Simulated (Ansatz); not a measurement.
**CH5BO2 (SMILES COBO): RPA@PBE/cc-pVDZ**

What is the electronic atomisation energy of CH5BO2 at RPA@PBE/cc-pVDZ? 

The calculation is run with Ansatz 0.2.0.

70 further runs of the same task are left out: 70 set aside as unsound or not needed.

## (1) The system as given

The species is CH5BO2 (9 atoms), meant as a singlet with charge 0. SMILES: `COBO`. The shape is that of a PBE0-D4/def2-TZVP optimisation. This is one conformer, not always the lowest.

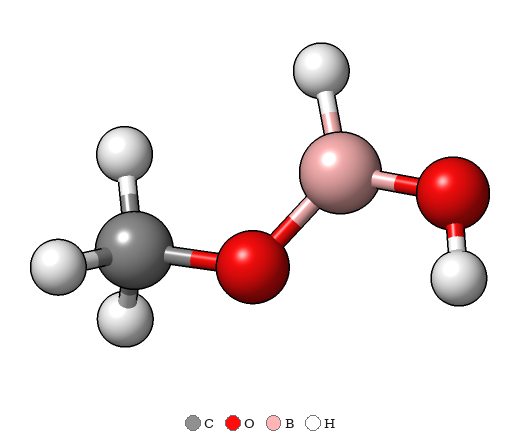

Viewed from a chosen angle; carbon grey, oxygen red, boron pink, hydrogen white.

## (2) A single-point energy at RPA@PBE/cc-pVDZ

job.yaml

```yaml
crystal:
  periodic: [false, false, false]
  atoms:
    - {symbol: C, position_ang: [0.281800, 0.801900, -1.057400]}
    - {symbol: O, position_ang: [-0.113500, 0.454800, 0.251000]}
    - {symbol: B, position_ang: [-0.134900, -0.834100, 0.671600]}
    - {symbol: O, position_ang: [-0.524600, -1.118500, 1.938500]}
    - {symbol: H, position_ang: [0.568100, -0.079800, -1.637600]}
    - {symbol: H, position_ang: [1.131400, 1.486400, -1.006200]}
    - {symbol: H, position_ang: [-0.544800, 1.307500, -1.561700]}
    - {symbol: H, position_ang: [0.183900, -1.738400, -0.047600]}
    - {symbol: H, position_ang: [-0.758900, -0.326300, 2.432200]}
basis:
  gaussian:
    orbitals: cc-pVDZ
hamiltonian:
  xc: {name: PBE}
correlation:
  method: rpa
  frozen_orbitals: {B: 1, C: 1, H: 0, O: 1}
accuracy: high
```

Run with:

```console
$ ansatz run job.yaml --threads 1 --pin off --max-ram 3480MiB --events-out events.jsonl --progress --plain --runs-dir runs
```

Log:

```text
Warning: RAYON_NUM_THREADS=1 ignored (pool sized by the plan → 1); use --threads N
Functional definition: PBE
  name "PBE"
  parameter kappa = 0.804
  parameter beta = 0.06672455060314922
  exchange = pbe_x(kappa = kappa, mu = beta*pi^2/3)
  correlation = pbe_c(beta = beta)
1902 factors; integrals over basis functions are off by at most 5.7e-9 eV
mean field evaluation 1: about -5876.4585 eV, gradient 6.3e1 eV
mean field evaluation 2: about -5876.4526 eV, gradient 6.3e1 eV
mean field evaluation 4: about -5883.8755 eV, gradient 1.4e1 eV
mean field evaluation 8: about -5884.2778 eV, gradient 7.4e-1 eV
mean field evaluation 16: about -5884.2788 eV, gradient 1.6e-5 eV
mean field -5884.27879536 eV, -216.2432572221 hartree, gradient 4.5e-8 eV, S^2 0.000000; 0 other end points of the search recorded, 0 dependent functions left out
4 core orbitals not correlated: weight in the atoms' cores, before any rotation towards them, 1.000 or more for the frozen orbitals, at most 0.000 for the correlated occupied ones
reference -5857.52577370 eV, -215.2601018098 hartree; 12, 12 occupied and 65, 65 virtual orbitals, 1902 factors
Total energy: -5883.29597057 eV, -216.2071390771 hartree
```

Run time: 9 s. Hardware: 1 thread of Arm Neoverse V2, shared host; peak memory 0.29 GiB.

## (3) The B atom

job.yaml

```yaml
crystal:
  periodic: [false, false, false]
  atoms:
    - {symbol: B, position_ang: [0.000000, 0.000000, 0.000000]}
basis:
  gaussian:
    orbitals: cc-pVDZ
magnetization:
  spin_polarized: true
  initial_magnetization: 1
hamiltonian:
  xc: pbe
correlation:
  method: rpa
  frozen_orbitals: {B: 1}
accuracy: high
```

Run with:

```console
$ ansatz run job.yaml --threads 1 --pin off --max-ram 3480MiB --events-out events.jsonl --progress --plain --runs-dir runs
```

Log (excerpt; [...] marks lines left out):

```text
Warning: RAYON_NUM_THREADS=1 ignored (pool sized by the plan → 1); use --threads N
[... 2 set-up lines as earlier in the session ...]
[...]
96 factors; integrals over basis functions are off by at most 1.0e-9 eV
[...]
mean field -669.59628036 eV, -24.6072094347 hartree, gradient 3.1e-9 eV, S^2 0.752587; 5 other end points of the search recorded, 0 dependent functions left out
1 core orbitals not correlated: weight in the atoms' cores, before any rotation towards them, 1.000 or more for the frozen orbitals, at most 0.000 for the correlated occupied ones
reference -667.44371725 eV, -24.5281041993 hartree; 2, 1 occupied and 11, 12 virtual orbitals, 96 factors
Total energy: -670.36703326 eV, -24.6355340812 hartree
```

Wall time 0.66 s (1 thread of Arm Neoverse V2, shared host).

## (4) The C atom at the same level

in.yaml

```yaml
crystal:
  periodic: [false, false, false]
  atoms:
    - symbol: C
      position_ang: [0.000000, 0.000000, 0.000000]
basis:
  gaussian: {orbitals: cc-pVDZ}
total_charge: 0
correlation: {method: rpa, frozen_orbitals: {C: 1}}
magnetization: {spin_polarized: true, initial_magnetization: 2}
hamiltonian: {xc: {name: PBE}}
accuracy: high
```

Run with:

```console
$ ansatz run in.yaml --threads 1 --pin off --max-ram 3480MiB --events-out events.jsonl --progress --plain --runs-dir runs
```

Log (excerpt; [...] marks lines left out):

```text
Warning: RAYON_NUM_THREADS=1 ignored (pool sized by the plan → 1); use --threads N
[... 2 set-up lines as earlier in the session ...]
[...]
96 factors; integrals over basis functions are off by at most 1.3e-9 eV
[...]
mean field -1028.27851290 eV, -37.7885383569 hartree, gradient 1.9e-8 eV, S^2 2.001967; 5 other end points of the search recorded, 0 dependent functions left out
1 core orbitals not correlated: weight in the atoms' cores, before any rotation towards them, 1.000 or more for the frozen orbitals, at most 0.000 for the correlated occupied ones
reference -1025.44454131 eV, -37.6843918219 hartree; 3, 1 occupied and 10, 12 virtual orbitals, 96 factors
Total energy: -1029.06645436 eV, -37.8174946713 hartree
```

Wall time 0.58 s (1 thread of Arm Neoverse V2, shared host).

## (5) The H atom at the same level

run.yaml

```yaml
crystal:
  periodic: [false, false, false]
  atoms:
    - {symbol: H, position_ang: [0.000000, 0.000000, 0.000000]}
basis:
  gaussian:
    orbitals: cc-pVDZ
total_charge: 0
magnetization:
  spin_polarized: true
  initial_magnetization: 1
accuracy: high
hamiltonian:
  xc: pbe
correlation:
  method: rpa
  frozen_orbitals: {H: 0}
```

Run the same way, it converges to -0.51276 Eh (log not shown).

## (6) The O atom at the same level

molecule.yaml

```yaml
crystal:
  periodic: [false, false, false]
  atoms:
    - {symbol: O, position_ang: [0.000000, 0.000000, 0.000000]}
basis:
  gaussian: {orbitals: cc-pVDZ}
correlation: {method: rpa, frozen_orbitals: {O: 1}}
hamiltonian: {xc: {name: PBE}}
magnetization: {spin_polarized: true, initial_magnetization: 2}
accuracy: high
```

Run the same way, it converges to -74.98270 Eh (log not shown).

## (7) Results

At RPA@PBE/cc-pVDZ, 4 core orbitals frozen:

```
                                  quantity          value
                    molecule: total energy  -216.20714 Eh
molecule: RPA correlation energy (valence)     -947.0 mEh
                      B atom: total energy   -24.63553 Eh
  B atom: RPA correlation energy (valence)     -107.4 mEh
 B atom: ⟨S²⟩ of the reference determinant          0.753
                      C atom: total energy   -37.81749 Eh
  C atom: RPA correlation energy (valence)     -133.1 mEh
 C atom: ⟨S²⟩ of the reference determinant          2.002
                      H atom: total energy    -0.51276 Eh
            H atom: RPA correlation energy      -13.5 mEh
 H atom: ⟨S²⟩ of the reference determinant          0.750
                      O atom: total energy   -74.98270 Eh
  O atom: RPA correlation energy (valence)     -192.3 mEh
 O atom: ⟨S²⟩ of the reference determinant          2.002
             electronic atomisation energy      33.331 eV
```

What this shows: Taking the molecule apart into free atoms costs 33.33 eV (769 kcal/mol), before zero-point energy and without spin-orbit coupling.
